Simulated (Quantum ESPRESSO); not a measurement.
# Osmium (P6_3/mmc): phonons by linear response, part 3 of 3

How does Osmium (P6_3/mmc) vibrate, and is this structure a minimum?

Quantum ESPRESSO 7.5; DFT PBE, scalar-relativistic, plane waves, GBRV ultrasoft pseudopotentials.

So far, highest frequency (cm⁻¹): step 9 (dispersion) 222. The relaxed cell has a = 2.752, c = 4.347 Å (conventional setting).

## 11. Modes with the sum rule

A rigid shift of the crystal must cost nothing, but grids and finite bases break this; the acoustic sum rule is imposed before the matrix is diagonalised again.

dynmat.in

```
 &input
    fildyn='x.dyn1',
    asr='crystal',
    fileig='dynmat.eig',
 /
```

Launch:

```
$ dynmat.x -in dynmat.in > dynmat.out
```

The log of the run:

```text
[banner, memory and clock lines left out]
Program DYNMAT v.7.5

     Reading Dynamical Matrix from file x.dyn1
     ...Force constants read
     ...epsilon and Z* not read (not found on file)
     Acoustic Sum Rule: || Z*(ASR) - Z*(orig)|| =    0.000000E+00
     Acoustic Sum Rule: ||dyn(ASR) - dyn(orig)||=    2.071581E-05
     A direction for q was not specified:TO-LO splitting will be absent

     Polarizability (A^3 units)
     multiply by 1.000000 for Clausius-Mossotti correction
         0.000000    0.000000    0.000000
         0.000000    0.000000    0.000000
         0.000000    0.000000    0.000000

     IR activities are in (D/A)^2/amu units

# mode   [cm-1]    [THz]      IR
    1      0.00    0.0000    0.0000
    2      0.00    0.0000    0.0000
    3      0.00    0.0000    0.0000
    4    162.67    4.8768    0.0000
    5    162.67    4.8768    0.0000
    6    217.43    6.5182    0.0000
```

Run time: 0.46 s. Hardware: 1 thread of Arm Neoverse V1, shared host.

Unit eigenvectors of the mass-weighted matrix after the sum rule; no LO-TO term. Modes at Γ:

```csv
mode,frequency (cm⁻¹),symmetry
1,0.0,acoustic
2,0.0,acoustic
3,0.0,acoustic
4,162.7,E2g
5,162.7,E2g
6,217.4,B1g
```

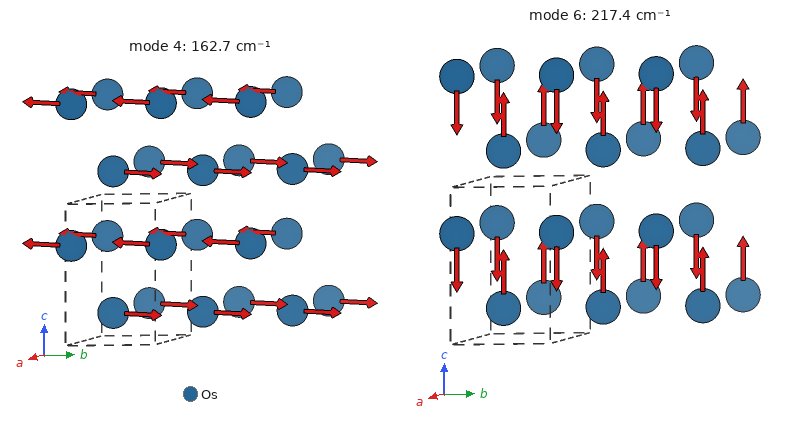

Displacement patterns of modes 4 and 6 at Γ; arrows are exaggerated. 2×3×2 cells are drawn.

The rule moves no optical mode by more than 0.1 cm⁻¹.

## 12. A frozen mode

The atoms are moved along one mode, by 0.015 Å at most in any Cartesian component, and the restoring forces give its frequency without the response code: a check of the response kernel of this functional.

frozen.in

```
 &control
    calculation='scf',
    prefix='x',
    outdir='./tmp',
    pseudo_dir='./pseudo',
    tprnfor=.true.,
 /
 &system
    ibrav=4,
    celldm(1)=5.20051429,
    celldm(3)=1.57941993,
    nat=2,
    ntyp=1,
    ecutwfc=40.0,
    ecutrho=240.0,
    occupations='smearing',
    smearing='mv',
    degauss=0.02,
 /
 &electrons
    conv_thr=1.0d-11,
    mixing_beta=0.7,
    electron_maxstep=100,
 /
ATOMIC_SPECIES
 Os    190.2300  Os.upf
ATOMIC_POSITIONS crystal
 Os     0.333333333   0.666666667   0.253451010
 Os     0.666666667   0.333333333   0.746548990
K_POINTS automatic
 15 15 8 0 0 0
```

Launch:

```
$ OMP_NUM_THREADS=1 mpirun -n 4 pw.x -nk 4 -in frozen.in > frozen.out
```

The log of the run:

```text
[banner, memory and clock lines left out]
Program PWSCF v.7.5

     G-vector sticks info

     bravais-lattice index     =            4
     lattice parameter (alat)  =       5.2005  a.u.
     unit-cell volume          =     192.3832 (a.u.)^3
     number of atoms/cell      =            2
     number of atomic types    =            1
     number of electrons       =        32.00
     number of Kohn-Sham states=           20
     kinetic-energy cutoff     =      40.0000  Ry
     charge density cutoff     =     240.0000  Ry
     scf convergence threshold =      1.0E-11
     mixing beta               =       0.7000
     number of iterations used =            8  plain     mixing
     Exchange-correlation= SLA  PW   PBE  PBE
                           (   1   4   3   4   0   0   0)

     celldm(1)=   5.200514  celldm(2)=   0.000000  celldm(3)=   1.579420
     celldm(4)=   0.000000  celldm(5)=   0.000000  celldm(6)=   0.000000

     crystal axes: (cart. coord. in units of alat)
               a(1) = (   1.000000   0.000000   0.000000 )
               a(2) = (  -0.500000   0.866025   0.000000 )
               a(3) = (   0.000000   0.000000   1.579420 )

     reciprocal axes: (cart. coord. in units 2 pi/alat)
               b(1) = (  1.000000  0.577350 -0.000000 )
               b(2) = (  0.000000  1.154701  0.000000 )
               b(3) = (  0.000000 -0.000000  0.633144 )

     PseudoPot. # 1 for Os read from file:
     ./pseudo/Os.upf
     Pseudo is Ultrasoft + core correction, Zval = 16.0
     Using radial grid of  983 points,  8 beta functions with:
                l(1) =   0
                l(2) =   0
                l(3) =   1
                l(4) =   1
                l(5) =   2
                l(6) =   2
                l(7) =   3
                l(8) =   3
     Q(r) pseudized with  8 coefficients,  rinner =    1.150   1.150   1.150
                                                       1.150   1.150   1.150
                                                       1.150

     atomic species   valence    mass     pseudopotential
     Os               16.00   190.23000     Os( 1.00)

     12 Sym. Ops., with inversion, found

   Cartesian axes

     site n.     atom                  positions (alat units)
         1        Os     tau(   1) = (  -0.0000000   0.5773503   0.4003056  )
         2        Os     tau(   2) = (   0.5000000   0.2886751   1.1791144  )

     number of k points=   192  Marzari-Vanderbilt smearing, width (Ry)=  0.0200

     Number of k-points >= 100: set verbosity='high' to print them.

     Dense  grid:    12059 G-vectors     FFT dimensions: (  25,  25,  45)

     Smooth grid:     6633 G-vectors     FFT dimensions: (  24,  24,  36)

     Initial potential from superposition of free atoms

     starting charge      30.9999, renormalised to      32.0000

     negative rho (up, down):  2.631E-01 0.000E+00
     Starting wfcs are   26 randomized atomic wfcs

     per-process dynamical memory:    28.5 Mb

     Self-consistent Calculation

     iteration #  1     ecut=    40.00 Ry     beta= 0.70
     Davidson diagonalization with overlap
     ethr =  1.00E-02,  avg # of iterations =  2.0

     negative rho (up, down):  2.666E-01 0.000E+00

     total energy              =    -397.04649901 Ry
     estimated scf accuracy    <       0.38621956 Ry

     iteration #  2     ecut=    40.00 Ry     beta= 0.70
     Davidson diagonalization with overlap
     ethr =  1.21E-03,  avg # of iterations =  2.0

     negative rho (up, down):  2.619E-01 0.000E+00

     total energy              =    -397.15217237 Ry
     estimated scf accuracy    <       0.03418061 Ry

     iteration #  3     ecut=    40.00 Ry     beta= 0.70
     Davidson diagonalization with overlap
     ethr =  1.07E-04,  avg # of iterations =  2.0

     negative rho (up, down):  2.620E-01 0.000E+00

     total energy              =    -397.15875263 Ry
     estimated scf accuracy    <       0.00008802 Ry

     iteration #  4     ecut=    40.00 Ry     beta= 0.70
     Davidson diagonalization with overlap
     ethr =  2.75E-07,  avg # of iterations =  4.1

     negative rho (up, down):  2.617E-01 0.000E+00

     total energy              =    -397.15883508 Ry
     estimated scf accuracy    <       0.00003088 Ry

     iteration #  5     ecut=    40.00 Ry     beta= 0.70
     Davidson diagonalization with overlap
     ethr =  9.65E-08,  avg # of iterations =  2.0

     negative rho (up, down):  2.615E-01 0.000E+00

     total energy              =    -397.15884010 Ry
     estimated scf accuracy    <       0.00000050 Ry

     iteration #  6     ecut=    40.00 Ry     beta= 0.70
     Davidson diagonalization with overlap
     ethr =  1.55E-09,  avg # of iterations =  3.9

     negative rho (up, down):  2.615E-01 0.000E+00

     total energy              =    -397.15884039 Ry
     estimated scf accuracy    <       0.00000008 Ry

     iteration #  7     ecut=    40.00 Ry     beta= 0.70
     Davidson diagonalization with overlap
     ethr =  2.41E-10,  avg # of iterations =  2.0

     negative rho (up, down):  2.615E-01 0.000E+00

     total energy              =    -397.15884041 Ry
     estimated scf accuracy    <       0.00000001 Ry

     iteration #  8     ecut=    40.00 Ry     beta= 0.70
     Davidson diagonalization with overlap
     ethr =  3.23E-11,  avg # of iterations =  2.0

     negative rho (up, down):  2.615E-01 0.000E+00

     total energy              =    -397.15884041 Ry
     estimated scf accuracy    <          5.0E-10 Ry

     iteration #  9     ecut=    40.00 Ry     beta= 0.70
     Davidson diagonalization with overlap
     ethr =  1.57E-12,  avg # of iterations =  2.5

     negative rho (up, down):  2.615E-01 0.000E+00

     total energy              =    -397.15884041 Ry
     estimated scf accuracy    <          3.6E-11 Ry

     iteration # 10     ecut=    40.00 Ry     beta= 0.70
     Davidson diagonalization with overlap
     ethr =  1.13E-13,  avg # of iterations =  2.6

     negative rho (up, down):  2.615E-01 0.000E+00

     End of self-consistent calculation

     Number of k-points >= 100: set verbosity='high' to print the bands.

     the Fermi energy is    25.8318 ev

!    total energy              =    -397.15884041 Ry
     estimated scf accuracy    <          2.0E-12 Ry
     smearing contrib. (-TS)   =       0.00012882 Ry
     internal energy E=F+TS    =    -397.15896924 Ry

     The total energy is F=E-TS. E is the sum of the following terms:
     one-electron contribution =     -44.66712407 Ry
     hartree contribution      =      45.08350474 Ry
     xc contribution           =     -74.94121675 Ry
     ewald contribution        =    -322.63413315 Ry

     convergence has been achieved in  10 iterations

     negative rho (up, down):  2.615E-01 0.000E+00

     Forces acting on atoms (cartesian axes, Ry/au):

     atom    1 type  1   force =     0.00000000    0.00000000   -0.01933406
     atom    2 type  1   force =     0.00000000    0.00000000    0.01933406

     Total force =     0.027342     Total SCF correction =     0.000003

     XML data file, charge density, pseudopotentials, collected wavefunctions
```

Run time: 18 s. Hardware: 4 MPI ranks; 73 s of CPU time.

This step gave:

```
frequency from the forces      : 217.7 cm⁻¹
frequency from linear response : 217.4 cm⁻¹
```

The forces give 217.7 cm⁻¹ against 217.4 cm⁻¹ from linear response after the sum rule.

## 13. A frozen mode

The atoms are moved along one mode, by 0.015 Å at most in any Cartesian component, and the restoring forces give its frequency without the response code: a check of the response kernel of this functional.

Changes to frozen.in since step 12:

```diff
@@ -27,4 +27,4 @@
 ATOMIC_POSITIONS crystal
- Os     0.333333333   0.666666667   0.253451010
- Os     0.666666667   0.333333333   0.746548990
+ Os     0.336480235   0.672960470   0.250000000
+ Os     0.663519765   0.327039530   0.750000000
 K_POINTS automatic
```

The log of the run:

```text
[banner, memory and clock lines left out]
Program PWSCF v.7.5

     G-vector sticks info

     bravais-lattice index     =            4
     lattice parameter (alat)  =       5.2005  a.u.
     unit-cell volume          =     192.3832 (a.u.)^3
     number of atoms/cell      =            2
     number of atomic types    =            1
     number of electrons       =        32.00
     number of Kohn-Sham states=           20
     kinetic-energy cutoff     =      40.0000  Ry
     charge density cutoff     =     240.0000  Ry
     scf convergence threshold =      1.0E-11
     mixing beta               =       0.7000
     number of iterations used =            8  plain     mixing
     Exchange-correlation= SLA  PW   PBE  PBE
                           (   1   4   3   4   0   0   0)

     celldm(1)=   5.200514  celldm(2)=   0.000000  celldm(3)=   1.579420
     celldm(4)=   0.000000  celldm(5)=   0.000000  celldm(6)=   0.000000

     crystal axes: (cart. coord. in units of alat)
               a(1) = (   1.000000   0.000000   0.000000 )
               a(2) = (  -0.500000   0.866025   0.000000 )
               a(3) = (   0.000000   0.000000   1.579420 )

     reciprocal axes: (cart. coord. in units 2 pi/alat)
               b(1) = (  1.000000  0.577350 -0.000000 )
               b(2) = (  0.000000  1.154701  0.000000 )
               b(3) = (  0.000000 -0.000000  0.633144 )

     PseudoPot. # 1 for Os read from file:
     ./pseudo/Os.upf
     Pseudo is Ultrasoft + core correction, Zval = 16.0
     Using radial grid of  983 points,  8 beta functions with:
                l(1) =   0
                l(2) =   0
                l(3) =   1
                l(4) =   1
                l(5) =   2
                l(6) =   2
                l(7) =   3
                l(8) =   3
     Q(r) pseudized with  8 coefficients,  rinner =    1.150   1.150   1.150
                                                       1.150   1.150   1.150
                                                       1.150

     atomic species   valence    mass     pseudopotential
     Os               16.00   190.23000     Os( 1.00)

      8 Sym. Ops., with inversion, found ( 4 have fractional translation)

   Cartesian axes

     site n.     atom                  positions (alat units)
         1        Os     tau(   1) = (   0.0000000   0.5828009   0.3948550  )
         2        Os     tau(   2) = (   0.5000000   0.2832245   1.1845649  )

     number of k points=   320  Marzari-Vanderbilt smearing, width (Ry)=  0.0200

     Number of k-points >= 100: set verbosity='high' to print them.

     Dense  grid:    12059 G-vectors     FFT dimensions: (  25,  25,  48)

     Smooth grid:     6633 G-vectors     FFT dimensions: (  24,  24,  36)

     Initial potential from superposition of free atoms

     starting charge      30.9999, renormalised to      32.0000

     negative rho (up, down):  2.612E-01 0.000E+00
     Starting wfcs are   26 randomized atomic wfcs

     per-process dynamical memory:    37.1 Mb

     Self-consistent Calculation

     iteration #  1     ecut=    40.00 Ry     beta= 0.70
     Davidson diagonalization with overlap
     ethr =  1.00E-02,  avg # of iterations =  2.0

     negative rho (up, down):  2.654E-01 0.000E+00

     total energy              =    -397.04668615 Ry
     estimated scf accuracy    <       0.38631970 Ry

     iteration #  2     ecut=    40.00 Ry     beta= 0.70
     Davidson diagonalization with overlap
     ethr =  1.21E-03,  avg # of iterations =  2.0

     negative rho (up, down):  2.604E-01 0.000E+00

     total energy              =    -397.15241677 Ry
     estimated scf accuracy    <       0.03420768 Ry

     iteration #  3     ecut=    40.00 Ry     beta= 0.70
     Davidson diagonalization with overlap
     ethr =  1.07E-04,  avg # of iterations =  2.0

     negative rho (up, down):  2.605E-01 0.000E+00

     total energy              =    -397.15899574 Ry
     estimated scf accuracy    <       0.00008820 Ry

     iteration #  4     ecut=    40.00 Ry     beta= 0.70
     Davidson diagonalization with overlap
     ethr =  2.76E-07,  avg # of iterations =  4.2

     negative rho (up, down):  2.602E-01 0.000E+00

     total energy              =    -397.15907914 Ry
     estimated scf accuracy    <       0.00003121 Ry

     iteration #  5     ecut=    40.00 Ry     beta= 0.70
     Davidson diagonalization with overlap
     ethr =  9.75E-08,  avg # of iterations =  2.0

     negative rho (up, down):  2.601E-01 0.000E+00

     total energy              =    -397.15908414 Ry
     estimated scf accuracy    <       0.00000051 Ry

     iteration #  6     ecut=    40.00 Ry     beta= 0.70
     Davidson diagonalization with overlap
     ethr =  1.58E-09,  avg # of iterations =  3.8

     negative rho (up, down):  2.600E-01 0.000E+00

     total energy              =    -397.15908445 Ry
     estimated scf accuracy    <       0.00000002 Ry

     iteration #  7     ecut=    40.00 Ry     beta= 0.70
     Davidson diagonalization with overlap
     ethr =  6.85E-11,  avg # of iterations =  2.4

     negative rho (up, down):  2.600E-01 0.000E+00

     total energy              =    -397.15908445 Ry
     estimated scf accuracy    <          1.5E-09 Ry

     iteration #  8     ecut=    40.00 Ry     beta= 0.70
     Davidson diagonalization with overlap
     ethr =  4.64E-12,  avg # of iterations =  2.2

     negative rho (up, down):  2.600E-01 0.000E+00

     total energy              =    -397.15908445 Ry
     estimated scf accuracy    <          6.8E-11 Ry

     iteration #  9     ecut=    40.00 Ry     beta= 0.70
     Davidson diagonalization with overlap
     ethr =  2.11E-13,  avg # of iterations =  2.6

     negative rho (up, down):  2.600E-01 0.000E+00

     End of self-consistent calculation

     Number of k-points >= 100: set verbosity='high' to print the bands.

     the Fermi energy is    25.8300 ev

!    total energy              =    -397.15908445 Ry
     estimated scf accuracy    <          2.1E-12 Ry
     smearing contrib. (-TS)   =       0.00014650 Ry
     internal energy E=F+TS    =    -397.15923096 Ry

     The total energy is F=E-TS. E is the sum of the following terms:
     one-electron contribution =     -44.58053605 Ry
     hartree contribution      =      45.04089147 Ry
     xc contribution           =     -74.94037399 Ry
     ewald contribution        =    -322.67921238 Ry

     convergence has been achieved in   9 iterations

     negative rho (up, down):  2.600E-01 0.000E+00

     Forces acting on atoms (cartesian axes, Ry/au):

     atom    1 type  1   force =     0.00000000   -0.01065990    0.00000000
     atom    2 type  1   force =     0.00000000    0.01065990    0.00000000

     Total force =     0.015075     Total SCF correction =     0.000001

     XML data file, charge density, pseudopotentials, collected wavefunctions
```

Elapsed: 27 s, on 4 MPI ranks.

Numbers from this step:

| Item | Value |
| --- | --- |
| frequency from the forces | 161.6 cm⁻¹ |
| frequency from linear response | 162.7 cm⁻¹ |

The forces give 161.6 cm⁻¹ against 162.7 cm⁻¹ from linear response after the sum rule.

## 14. Summary of results

```yaml
space_group_after_relaxation: P6_3/mmc
volume_per_atom: 14.3 Å³
highest_optical_zone_centre_mode_no_lo_to_term: 217.4 cm⁻¹
lowest_optical_zone_centre_mode: 162.7 cm⁻¹
q_mesh: 3×3×2
lowest_mode_on_the_q_mesh_acoustic_ones_at_the_zone_centre_apart: 114.2 cm⁻¹
zero_point_energy_per_atom: 30.3 meV
heat_capacity_at_300_k: 23.7 J/(mol atoms K)
vibrational_entropy_at_300_k: 32.4 J/(mol atoms K)
imaginary_modes_on_the_q_mesh: none
```

Osmium (P6_3/mmc) is dynamically stable on the 3×3×2 mesh; its spectrum reaches 222 cm⁻¹. At the PBE level the optical modes of Osmium (P6_3/mmc) at the zone centre run from 163 to 217 cm⁻¹. Along axes with an odd number of divisions the mesh misses the zone-boundary points at one half, where instabilities often lie; those are only interpolated. These are harmonic frequencies at zero temperature: anharmonic shifts and linewidths and thermal expansion are left out. Spin-orbit coupling is left out, which can matter for the heavy elements here. In a metal the frequencies hang on the k mesh and the smearing, most of all near Kohn anomalies. The λ that matdyn.x prints is not taken as a result: on such q meshes it can be far off, most of all in cells of several atoms. The q mesh stands for a supercell only 8.3 Å across, so branches between the solved wavevectors are rough.

[Host names and launcher messages were left out of these logs when they were recorded.]

[Logs are printed without paths, hosts, clocks, repeated set-up lines and the standing remarks that a program may print on its own settings, such as how far it seeks lower states.]

[Hosts, paths, dates, database ids (printed as entryN), source tags and the programs' standing remarks are cut or masked in the printed files.]
